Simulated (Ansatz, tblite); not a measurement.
# Ge(NH2)2 (GeN2H4): rung by rung

Aim: run the singlet of Ge(NH2)2 (GeN2H4) at one geometry on many levels, and compare frontier levels, spin and run time.

Method: as each input shows; program: Ansatz 0.2.0, Gaussian basis.

Levels to be run: GFN1-xTB, GFN2-xTB, PBE-D4/def2-TZVP, r2SCAN-D4/def2-TZVP, r2SCANh-D4/def2-TZVP, BLYP-D4/def2-TZVP, B3LYP-D4/def2-TZVP, revPBE-D4/def2-TZVP, PBE-QIDH/def2-TZVP, BHLYP-D4/def2-TZVP, HF/def2-TZVP, PBE-D4/def2-SVP, PBE0-D4/def2-SVP, HF/STO-3G, HF/6-31G, B3LYP-D4/6-31G, CCSD(T)/def2-TZVPP, MP2/def2-TZVP, RPA/def2-TZVP.

### 1 The geometry

The geometry is that of the singlet, from an earlier relaxation (r2SCAN-D4/def2-TZVP).

7 atoms, charge 0, spin multiplicity 1.

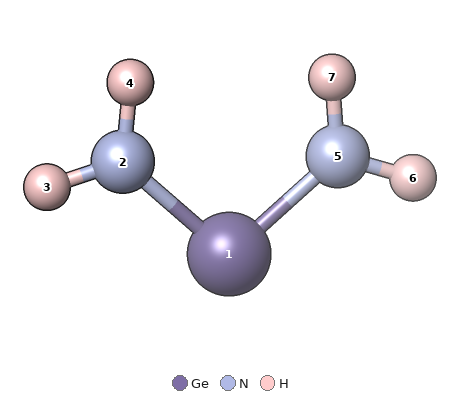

The geometry (germanium purple, nitrogen light blue, hydrogen pink); atoms are numbered from 1 in the order of the file.

As a file:

```
Ge    0.0109    0.8886   -0.8685
N     1.3696    0.0018   -0.0216
H     2.3339    0.2054   -0.2306
H     1.2758   -0.7173    0.6815
N    -1.3691    0.0381   -0.0187
H    -2.3280    0.2664   -0.2268
H    -1.2931   -0.6829    0.6846
```

PBE0-D4/def2-TZVP was run before; its log isn't repeated, and its numbers join the tables.

### 2 GFN1-xTB

Tight binding, by tblite at 300 K electronic temperature and without a spin-polarisation term:

```python
tblite.interface.Calculator('GFN1-xTB', numbers, positions, charge=0, uhf=0).singlepoint()
```

Energy -278.2756 eV, HOMO -10.32 eV, LUMO -6.77 eV; 0.004 s.

### 3 GFN2-xTB

Tight binding, by tblite at 300 K electronic temperature and without a spin-polarisation term:

```python
tblite.interface.Calculator('GFN2-xTB', numbers, positions, charge=0, uhf=0).singlepoint()
```

Energy -267.7829 eV, HOMO -9.63 eV, LUMO -5.28 eV; 0.003 s.

### 4 PBE-D4/def2-TZVP

start.molden holds the orbitals of an earlier run on this state, given as this run's starting guess.

Input file in.yaml:

```yaml
crystal:
  periodic: [false, false, false]
  atoms:
    - {symbol: Ge, position_ang: [0.010888, 0.888589, -0.868518]}
    - {symbol: N, position_ang: [1.369620, 0.001774, -0.021563]}
    - {symbol: H, position_ang: [2.333857, 0.205405, -0.230556]}
    - {symbol: H, position_ang: [1.275835, -0.717302, 0.681525]}
    - {symbol: N, position_ang: [-1.369091, 0.038080, -0.018687]}
    - {symbol: H, position_ang: [-2.327985, 0.266359, -0.226796]}
    - {symbol: H, position_ang: [-1.293125, -0.682905, 0.684594]}
basis:
  gaussian: {orbitals: def2-TZVP, initial_orbitals: start.molden}
hamiltonian: {xc: pbe, dispersion: d4}
scf: {omitted_lower_state_checks: [starts]}
output: {orbitals: {seedname: orbitals}}
```

Launch:

```bash
> ansatz run in.yaml --threads 4 --pin off --events-out ev --progress --plain --max-ram 3916MiB
```

What it wrote:

```text
Functional definition: PBE
  name "PBE"
  cite "Perdew, Burke & Ernzerhof, Phys. Rev. Lett. 77, 3865 (1996) doi:10.1103/PhysRevLett.77.3865"
  parent pbe
  parameter kappa = 0.804
  parameter beta = 0.06672455060314922
  exchange = pbe_x(kappa = kappa, mu = beta*pi^2/3)
  correlation = pbe_c(beta = beta)
these checks for a lower state are left out or cut short: starts
844 factors; their error is unknown
mean field evaluation 1: about -59553.3296 eV, gradient 1.0e1 eV
mean field evaluation 2: about -59553.4287 eV, gradient 1.3e-1 eV
mean field evaluation 4: about -59553.4103 eV, gradient 3.3e-4 eV
mean field -59553.41033985 eV, -2188.5474632380 hartree, gradient 1.6e-5 eV, S^2 0.000000; 0 other end points of the search recorded, 0 dependent functions left out
reference -59553.41037021 eV, -2188.5474643540 hartree; 25, 25 occupied and 109, 109 virtual orbitals, 844 factors
Total energy: -59553.52738586 eV, -2188.5517645998 hartree
Checks for a lower state left out: starts
```

It took 2.4 s on 4 threads of Arm Neoverse V1, shared host.

HOMO -5.54 eV, LUMO -1.34 eV.

### 5 r2SCAN-D4/def2-TZVP

Edit in.yaml of step 4 so:

```diff
@@ -12,4 +12,4 @@
   gaussian: {orbitals: def2-TZVP, initial_orbitals: start.molden}
-hamiltonian: {xc: pbe, dispersion: d4}
+hamiltonian: {xc: r2scan, dispersion: d4}
 scf: {omitted_lower_state_checks: [starts]}
-output: {orbitals: {seedname: orbitals}}
+output: {forces: true, orbitals: {seedname: orbitals}}
```

The command is unchanged.

What it wrote, shortened:

```text
Functional definition: r2SCAN
  name "r2SCAN"
  cite "Furness, Kaplan, Ning, Perdew & Sun, J. Phys. Chem. Lett. 11, 8208 (2020) doi:10.1021/acs.jpclett.0c02405"
  cite "Furness, Kaplan, Ning, Perdew & Sun, J. Phys. Chem. Lett. 11, 9248 (2020) doi:10.1021/acs.jpclett.0c03077"
  parent r2scan
[...]
844 factors; their error is unknown
[...]
mean field -59563.60134750 eV, -2188.9219758615 hartree, gradient 1.9e-5 eV, S^2 0.000000; 0 other end points of the search recorded, 0 dependent functions left out
[...]
reference -59563.60135641 eV, -2188.9219761889 hartree; 25, 25 occupied and 109, 109 virtual orbitals, 844 factors
Total energy: -59563.62743336 eV, -2188.9229344991 hartree
Atom 0 at     0.010888     0.888589    -0.868518 Å, force     0.000227     0.000488     0.001592 eV/Å
Atom 1 at     1.369620     0.001774    -0.021563 Å, force    -0.005790     0.000542    -0.000006 eV/Å
Atom 2 at     2.333857     0.205405    -0.230556 Å, force     0.000485    -0.001289    -0.000937 eV/Å
Atom 3 at     1.275835    -0.717302     0.681525 Å, force     0.003437     0.000575     0.000353 eV/Å
Atom 4 at    -1.369091     0.038080    -0.018687 Å, force     0.005450     0.000420    -0.000695 eV/Å
Atom 5 at    -2.327985     0.266359    -0.226796 Å, force    -0.000674    -0.001106    -0.000424 eV/Å
Atom 6 at    -1.293125    -0.682905     0.684594 Å, force    -0.003136     0.000369     0.000117 eV/Å
Dipole moment:    -0.002846    -0.231873     0.227703 e Å
Checks for a lower state left out: starts
```

Run time: 2.6 s. Hardware: 4 threads of Arm Neoverse V1, shared host.

Report: HOMO -5.85 eV, LUMO -1.26 eV.

### 6 r2SCANh-D4/def2-TZVP

Edit in.yaml of step 5 so:

```diff
@@ -12,4 +12,4 @@
   gaussian: {orbitals: def2-TZVP, initial_orbitals: start.molden}
-hamiltonian: {xc: r2scan, dispersion: d4}
+hamiltonian: {xc: {name: r2SCANh}, dispersion: d4}
 scf: {omitted_lower_state_checks: [starts]}
-output: {forces: true, orbitals: {seedname: orbitals}}
+output: {orbitals: {seedname: orbitals}}
```

The command is unchanged.

What it wrote, shortened:

```text
Functional definition: r2SCANh
  name "r2SCANh"
  cite "Bursch, Neugebauer, Ehlert & Grimme, J. Chem. Phys. 156, 134105 (2022) doi:10.1063/5.0086040"
  cite "Furness, Kaplan, Ning, Perdew & Sun, J. Phys. Chem. Lett. 11, 8208 (2020) doi:10.1021/acs.jpclett.0c02405"
  cite "Furness, Kaplan, Ning, Perdew & Sun, J. Phys. Chem. Lett. 11, 9248 (2020) doi:10.1021/acs.jpclett.0c03077"
  parent r2scan
[...]
863 factors; their error is unknown
[...]
mean field -59563.18623157 eV, -2188.9067206327 hartree, gradient 2.0e-5 eV, S^2 0.000000; 0 other end points of the search recorded, 0 dependent functions left out
reference -59563.18623974 eV, -2188.9067209327 hartree; 25, 25 occupied and 109, 109 virtual orbitals, 863 factors
Total energy: -59563.21412621 eV, -2188.9077457415 hartree
Checks for a lower state left out: starts
```

It took 6.5 s on 4 threads of Arm Neoverse V1, shared host.

Report: HOMO -6.36 eV, LUMO -0.97 eV.

### 7 BLYP-D4/def2-TZVP

Edit in.yaml of step 6 so:

```diff
@@ -12,3 +12,3 @@
   gaussian: {orbitals: def2-TZVP, initial_orbitals: start.molden}
-hamiltonian: {xc: {name: r2SCANh}, dispersion: d4}
+hamiltonian: {xc: {name: BLYP}, dispersion: d4}
 scf: {omitted_lower_state_checks: [starts]}
```

Launched as before.

What it wrote:

```text
Functional definition: BLYP
  name "BLYP"
  cite "Becke, Phys. Rev. A 38, 3098 (1988) doi:10.1103/PhysRevA.38.3098"
  cite "Lee, Yang & Parr, Phys. Rev. B 37, 785 (1988) doi:10.1103/PhysRevB.37.785"
  parameter beta = 0.0042
  parameter a = 0.04918
  parameter b = 0.132
  parameter c = 0.2533
  parameter d = 0.349
  exchange = b88_x(beta = beta)
  correlation = lyp_c(a = a, b = b, c = c, d = d)
these checks for a lower state are left out or cut short: starts
844 factors; their error is unknown
mean field evaluation 1: about -59566.1252 eV, gradient 1.3e1 eV
mean field evaluation 2: about -59566.3191 eV, gradient 2.1e-1 eV
mean field evaluation 4: about -59566.3012 eV, gradient 5.9e-4 eV
mean field -59566.30119167 eV, -2189.0211933048 hartree, gradient 1.0e-5 eV, S^2 0.000000; 0 other end points of the search recorded, 0 dependent functions left out
reference -59566.30147080 eV, -2189.0212035628 hartree; 25, 25 occupied and 109, 109 virtual orbitals, 844 factors
Total energy: -59566.56520957 eV, -2189.0308957838 hartree
Checks for a lower state left out: starts
```

Wall time 2.5 s (4 threads of Arm Neoverse V1, shared host).

HOMO -5.38 eV, LUMO -1.24 eV.

### 8 B3LYP-D4/def2-TZVP

Edit in.yaml of step 7 so:

```diff
@@ -12,3 +12,3 @@
   gaussian: {orbitals: def2-TZVP, initial_orbitals: start.molden}
-hamiltonian: {xc: {name: BLYP}, dispersion: d4}
+hamiltonian: {xc: {name: B3LYP}, dispersion: d4}
 scf: {omitted_lower_state_checks: [starts]}
```

Same command.

What it wrote, shortened:

```text
Functional definition: B3LYP
  name "B3LYP"
  cite "Stephens, Devlin, Chabalowski & Frisch, J. Phys. Chem. 98, 11623 (1994) doi:10.1021/j100096a001"
  cite "Becke, Phys. Rev. A 38, 3098 (1988) doi:10.1103/PhysRevA.38.3098"
  cite "Lee, Yang & Parr, Phys. Rev. B 37, 785 (1988) doi:10.1103/PhysRevB.37.785"
  cite "Vosko, Wilk & Nusair, Can. J. Phys. 58, 1200 (1980) doi:10.1139/p80-159"
[...]
875 factors; their error is unknown
[...]
mean field -59566.99395795 eV, -2189.0466519961 hartree, gradient 1.1e-5 eV, S^2 0.000000; 0 other end points of the search recorded, 0 dependent functions left out
reference -59566.99416527 eV, -2189.0466596149 hartree; 25, 25 occupied and 109, 109 virtual orbitals, 875 factors
Total energy: -59567.18566339 eV, -2189.0536970409 hartree
Checks for a lower state left out: starts
```

Run time: 3.6 s. Hardware: 4 threads of Arm Neoverse V1, shared host.

From the report: HOMO -6.64 eV, LUMO -0.81 eV.

### 9 revPBE-D4/def2-TZVP

Edit in.yaml of step 8 so:

```diff
@@ -12,3 +12,3 @@
   gaussian: {orbitals: def2-TZVP, initial_orbitals: start.molden}
-hamiltonian: {xc: {name: B3LYP}, dispersion: d4}
+hamiltonian: {xc: {name: revPBE}, dispersion: d4}
 scf: {omitted_lower_state_checks: [starts]}
```

Same command.

What it wrote:

```text
Functional definition: revPBE
  name "revPBE"
  cite "Zhang & Yang, Phys. Rev. Lett. 80, 890 (1998) doi:10.1103/PhysRevLett.80.890"
  cite "Perdew, Burke & Ernzerhof, Phys. Rev. Lett. 77, 3865 (1996) doi:10.1103/PhysRevLett.77.3865"
  parameter kappa = 1.245
  parameter beta = 0.06672455060314922
  exchange = pbe_x(kappa = kappa, mu = beta*pi^2/3)
  correlation = pbe_c(beta = beta)
these checks for a lower state are left out or cut short: starts
844 factors; their error is unknown
mean field evaluation 1: about -59560.2655 eV, gradient 9.7e0 eV
mean field evaluation 2: about -59560.3449 eV, gradient 1.1e-1 eV
mean field evaluation 4: about -59560.3263 eV, gradient 3.1e-4 eV
mean field -59560.32627902 eV, -2188.8016193150 hartree, gradient 1.6e-5 eV, S^2 0.000000; 0 other end points of the search recorded, 0 dependent functions left out
reference -59560.32631676 eV, -2188.8016207016 hartree; 25, 25 occupied and 109, 109 virtual orbitals, 844 factors
Total energy: -59560.69469540 eV, -2188.8151583672 hartree
Checks for a lower state left out: starts
```

Wall time 1.1 s (4 threads of Arm Neoverse V1, shared host).

Report: HOMO -5.48 eV, LUMO -1.27 eV.

### 10 PBE-QIDH/def2-TZVP

Edit in.yaml of step 9 so:

```diff
@@ -12,4 +12,3 @@
   gaussian: {orbitals: def2-TZVP, initial_orbitals: start.molden}
-hamiltonian: {xc: {name: revPBE}, dispersion: d4}
+hamiltonian: {xc: {name: PBE-QIDH}}
 scf: {omitted_lower_state_checks: [starts]}
-output: {orbitals: {seedname: orbitals}}
```

Launched as before.

What it wrote, shortened:

```text
Functional definition: PBE-QIDH
  name "PBE-QIDH"
  cite "Brémond, Sancho-García, Pérez-Jiménez & Adamo, J. Chem. Phys. 141, 031101 (2014) doi:10.1063/1.4890314"
  cite "Perdew, Burke & Ernzerhof, Phys. Rev. Lett. 77, 3865 (1996) doi:10.1103/PhysRevLett.77.3865"
[...]
919 factors; integrals over basis functions are off by at most 1.3e-3 eV
[...]
mean field -59538.67396673 eV, -2188.0059115147 hartree, gradient 2.8e-6 eV, S^2 0.000000; 0 other end points of the search recorded, 0 dependent functions left out
11 core orbitals not correlated: weight in the atoms' cores, before any rotation towards them, 1.000 or more for the frozen orbitals, at most 0.000 for the correlated occupied ones
reference -59538.67397608 eV, -2188.0059118582 hartree; 14, 14 occupied and 109, 109 virtual orbitals, 919 factors
second order -20.12158537 eV of doubles, -0.00000000 eV of singles
Total energy: -59545.38117120 eV, -2188.2523967327 hartree
Checks for a lower state left out: starts
```

Wall time 4.3 s (4 threads of Arm Neoverse V1, shared host).

### 11 BHLYP-D4/def2-TZVP

Edit in.yaml of step 10 so:

```diff
@@ -12,3 +12,4 @@
   gaussian: {orbitals: def2-TZVP, initial_orbitals: start.molden}
-hamiltonian: {xc: {name: PBE-QIDH}}
+hamiltonian: {xc: {name: BHLYP}, dispersion: d4}
 scf: {omitted_lower_state_checks: [starts]}
+output: {orbitals: {seedname: orbitals}}
```

Same command.

What it wrote:

```text
Functional definition: BHLYP
  name "BHLYP"
  cite "Becke, J. Chem. Phys. 98, 1372 (1993) doi:10.1063/1.464304"
  cite "Becke, Phys. Rev. A 38, 3098 (1988) doi:10.1103/PhysRevA.38.3098"
  cite "Lee, Yang & Parr, Phys. Rev. B 37, 785 (1988) doi:10.1103/PhysRevB.37.785"
  parameter a = 0.5
  exchange = (1 - a)*b88_x + a*exact_x
  correlation = lyp_c
these checks for a lower state are left out or cut short: starts
974 factors; their error is unknown
mean field evaluation 1: about -59562.5666 eV, gradient 8.5e0 eV
mean field evaluation 2: about -59562.6306 eV, gradient 1.1e-1 eV
mean field evaluation 4: about -59563.2060 eV, gradient 5.1e-4 eV
mean field -59563.20601823 eV, -2188.9074477790 hartree, gradient 8.5e-6 eV, S^2 0.000000; 0 other end points of the search recorded, 0 dependent functions left out
reference -59563.20615929 eV, -2188.9074529629 hartree; 25, 25 occupied and 109, 109 virtual orbitals, 974 factors
Total energy: -59563.35439415 eV, -2188.9129004932 hartree
Checks for a lower state left out: starts
```

It took 3.7 s on 4 threads of Arm Neoverse V1, shared host.

Report: HOMO -7.84 eV, LUMO 0.24 eV.

### 12 HF/def2-TZVP

Edit in.yaml of step 11 so:

```diff
@@ -12,3 +12,3 @@
   gaussian: {orbitals: def2-TZVP, initial_orbitals: start.molden}
-hamiltonian: {xc: {name: BHLYP}, dispersion: d4}
+hamiltonian: {xc: hf}
 scf: {omitted_lower_state_checks: [starts]}
```

Launched as before.

What it wrote:

```text
Functional definition: HF
  name "HF"
  cite "Fock, Z. Phys. 61, 126 (1930) doi:10.1007/BF01340294"
  parent pbe
  exchange = exact_x
  correlation = 0
these checks for a lower state are left out or cut short: starts
1005 factors; their error is unknown
mean field evaluation 1: about -59500.5531 eV, gradient 2.8e1 eV
mean field evaluation 2: about -59501.2112 eV, gradient 8.5e-1 eV
mean field evaluation 4: about -59502.3878 eV, gradient 5.8e-1 eV
mean field -59502.38816234 eV, -2186.6724327988 hartree, gradient 9.0e-6 eV, S^2 0.000000; 0 other end points of the search recorded, 0 dependent functions left out
reference -59502.38816234 eV, -2186.6724327988 hartree; 25, 25 occupied and 109, 109 virtual orbitals, 1005 factors
Total energy: -59502.38816234 eV, -2186.6724327988 hartree
Checks for a lower state left out: starts
```

Wall time 1.9 s (4 threads of Arm Neoverse V1, shared host).

Report: HOMO -9.27 eV, LUMO 2.43 eV.

### 13 PBE-D4/def2-SVP

Edit in.yaml of step 12 so:

```diff
@@ -11,4 +11,4 @@
 basis:
-  gaussian: {orbitals: def2-TZVP, initial_orbitals: start.molden}
-hamiltonian: {xc: hf}
+  gaussian: {orbitals: def2-SVP, initial_orbitals: start.molden}
+hamiltonian: {xc: pbe, dispersion: d4}
 scf: {omitted_lower_state_checks: [starts]}
```

The command is unchanged.

What it wrote:

```text
Functional definition: PBE
  name "PBE"
  cite "Perdew, Burke & Ernzerhof, Phys. Rev. Lett. 77, 3865 (1996) doi:10.1103/PhysRevLett.77.3865"
  parent pbe
  parameter kappa = 0.804
  parameter beta = 0.06672455060314922
  exchange = pbe_x(kappa = kappa, mu = beta*pi^2/3)
  correlation = pbe_c(beta = beta)
these checks for a lower state are left out or cut short: starts
927 factors; their error is unknown
mean field evaluation 1: about -59542.2855 eV, gradient 9.9e0 eV
mean field evaluation 2: about -59542.5661 eV, gradient 2.3e-1 eV
mean field evaluation 4: about -59542.5101 eV, gradient 3.4e-4 eV
mean field -59542.51014037 eV, -2188.1468882957 hartree, gradient 1.4e-5 eV, S^2 0.000000; 0 other end points of the search recorded, 0 dependent functions left out
reference -59542.51017205 eV, -2188.1468894597 hartree; 25, 25 occupied and 55, 55 virtual orbitals, 927 factors
Total energy: -59542.62718769 eV, -2188.1511897055 hartree
Checks for a lower state left out: starts
```

It took 0.65 s on 4 threads of Arm Neoverse V1, shared host.

Report: HOMO -5.25 eV, LUMO -1.07 eV.

### 14 PBE0-D4/def2-SVP

Edit in.yaml of step 13 so:

```diff
@@ -12,3 +12,3 @@
   gaussian: {orbitals: def2-SVP, initial_orbitals: start.molden}
-hamiltonian: {xc: pbe, dispersion: d4}
+hamiltonian: {xc: pbe0, dispersion: d4}
 scf: {omitted_lower_state_checks: [starts]}
```

The command is unchanged.

What it wrote:

```text
Functional definition: PBE0
  name "PBE0"
  cite "Adamo & Barone, J. Chem. Phys. 110, 6158 (1999) doi:10.1063/1.478522"
  cite "Perdew, Burke & Ernzerhof, Phys. Rev. Lett. 77, 3865 (1996) doi:10.1103/PhysRevLett.77.3865"
  parent pbe
  parameter a = 0.25
  parameter kappa = 0.804
  parameter beta = 0.06672455060314922
  exchange = (1 - a)*pbe_x(kappa = kappa, mu = beta*pi^2/3) + a*exact_x
  correlation = pbe_c(beta = beta)
these checks for a lower state are left out or cut short: starts
811 factors; integrals over basis functions are off by at most 1.3e-3 eV
mean field evaluation 1: about -59543.8424 eV, gradient 6.9e0 eV
mean field evaluation 2: about -59543.9765 eV, gradient 9.9e-2 eV
mean field evaluation 4: about -59544.0864 eV, gradient 9.5e-4 eV
mean field -59544.08641889 eV, -2188.2048154627 hartree, gradient 3.8e-5 eV, S^2 0.000000; 0 other end points of the search recorded, 0 dependent functions left out
reference -59544.08644251 eV, -2188.2048163308 hartree; 25, 25 occupied and 55, 55 virtual orbitals, 811 factors
Total energy: -59544.18363341 eV, -2188.2083880307 hartree
Checks for a lower state left out: starts
```

Run time: 1.1 s. Hardware: 4 threads of Arm Neoverse V1, shared host.

From the report: HOMO -6.66 eV, LUMO -0.35 eV.

### 15 HF/STO-3G

Edit in.yaml of step 14 so:

```diff
@@ -11,4 +11,4 @@
 basis:
-  gaussian: {orbitals: def2-SVP, initial_orbitals: start.molden}
-hamiltonian: {xc: pbe0, dispersion: d4}
+  gaussian: {orbitals: STO-3G}
+hamiltonian: {xc: hf}
 scf: {omitted_lower_state_checks: [starts]}
```

The command is unchanged.

What it wrote:

```text
Functional definition: HF
  name "HF"
  cite "Fock, Z. Phys. 61, 126 (1930) doi:10.1007/BF01340294"
  parent pbe
  exchange = exact_x
  correlation = 0
these checks for a lower state are left out or cut short: starts
371 factors; integrals over basis functions are off by at most 2.7e-5 eV
mean field evaluation 1: about -58818.0972 eV, gradient 1.8e1 eV
mean field evaluation 2: about -58818.1646 eV, gradient 1.8e1 eV
mean field evaluation 4: about -58819.2361 eV, gradient 1.3e0 eV
mean field evaluation 8: about -58819.2466 eV, gradient 1.3e-2 eV
mean field -58819.24663700 eV, -2161.5674447925 hartree, gradient 2.5e-5 eV, S^2 0.000000; 0 other end points of the search recorded, 0 dependent functions left out
reference -58819.24663700 eV, -2161.5674447925 hartree; 25, 25 occupied and 7, 7 virtual orbitals, 371 factors
Total energy: -58819.24663700 eV, -2161.5674447925 hartree
Checks for a lower state left out: starts
```

Wall time 0.15 s (4 threads of Arm Neoverse V1, shared host).

From the report: HOMO -6.41 eV, LUMO 6.78 eV.

### 16 HF/6-31G

Edit in.yaml of step 15 so:

```diff
@@ -11,3 +11,3 @@
 basis:
-  gaussian: {orbitals: STO-3G}
+  gaussian: {orbitals: 6-31G}
 hamiltonian: {xc: hf}
```

The command is unchanged.

What it wrote:

```text
Functional definition: HF
  name "HF"
  cite "Fock, Z. Phys. 61, 126 (1930) doi:10.1007/BF01340294"
  parent pbe
  exchange = exact_x
  correlation = 0
these checks for a lower state are left out or cut short: starts
644 factors; integrals over basis functions are off by at most 3.3e-4 eV
mean field evaluation 1: about -59487.5570 eV, gradient 4.0e1 eV
mean field evaluation 2: about -59487.5595 eV, gradient 4.0e1 eV
mean field evaluation 4: about -59490.9902 eV, gradient 2.2e0 eV
mean field evaluation 8: about -59491.0117 eV, gradient 2.6e-4 eV
mean field -59491.01170316 eV, -2186.2543556349 hartree, gradient 1.4e-5 eV, S^2 0.000000; 0 other end points of the search recorded, 0 dependent functions left out
reference -59491.01170316 eV, -2186.2543556349 hartree; 25, 25 occupied and 30, 30 virtual orbitals, 644 factors
Total energy: -59491.01170316 eV, -2186.2543556349 hartree
Checks for a lower state left out: starts
```

It took 0.3 s on 4 threads of Arm Neoverse V1, shared host.

HOMO -9.19 eV, LUMO 2.38 eV.

### 17 B3LYP-D4/6-31G

Edit in.yaml of step 16 so:

```diff
@@ -12,3 +12,3 @@
   gaussian: {orbitals: 6-31G}
-hamiltonian: {xc: hf}
+hamiltonian: {xc: {name: B3LYP}, dispersion: d4}
 scf: {omitted_lower_state_checks: [starts]}
```

Launched as before.

What it wrote, shortened:

```text
Functional definition: B3LYP
  name "B3LYP"
  cite "Stephens, Devlin, Chabalowski & Frisch, J. Phys. Chem. 98, 11623 (1994) doi:10.1021/j100096a001"
  cite "Becke, Phys. Rev. A 38, 3098 (1988) doi:10.1103/PhysRevA.38.3098"
  cite "Lee, Yang & Parr, Phys. Rev. B 37, 785 (1988) doi:10.1103/PhysRevB.37.785"
  cite "Vosko, Wilk & Nusair, Can. J. Phys. 58, 1200 (1980) doi:10.1139/p80-159"
[...]
644 factors; integrals over basis functions are off by at most 3.3e-4 eV
[...]
mean field -59555.39525907 eV, -2188.6204076742 hartree, gradient 2.8e-5 eV, S^2 0.000000; 0 other end points of the search recorded, 0 dependent functions left out
reference -59555.39545419 eV, -2188.6204148446 hartree; 25, 25 occupied and 30, 30 virtual orbitals, 644 factors
Total energy: -59555.58695231 eV, -2188.6274522705 hartree
Checks for a lower state left out: starts
```

It took 0.65 s on 4 threads of Arm Neoverse V1, shared host.

From the report: HOMO -6.31 eV, LUMO -0.56 eV.

[end of part 1 of 2]
